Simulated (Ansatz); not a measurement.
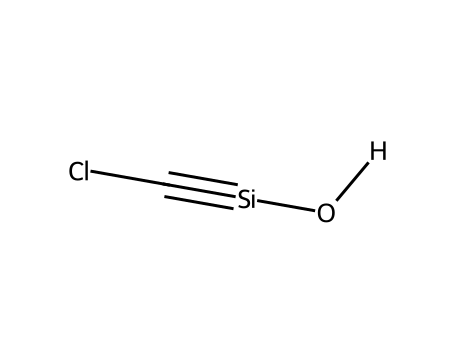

Structural formula above. The geometry was computed by an optimisation with PBE0-D4/def2-TZVP. No frequency run is at hand to confirm it as a minimum.

Describe the 3D structure.

Formula CHClOSi. SMILES: `O[Si]#CCl`. Among its groups: C–Cl bond, Si–O bond. This geometry has Cs symmetry. All atoms lie on one plane. Coordination: 1 O bent; 1 Si bent; 1 C bent.

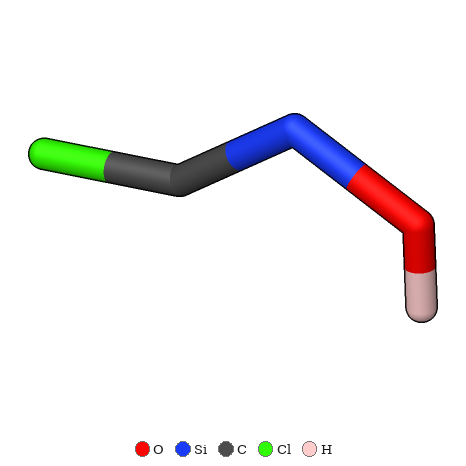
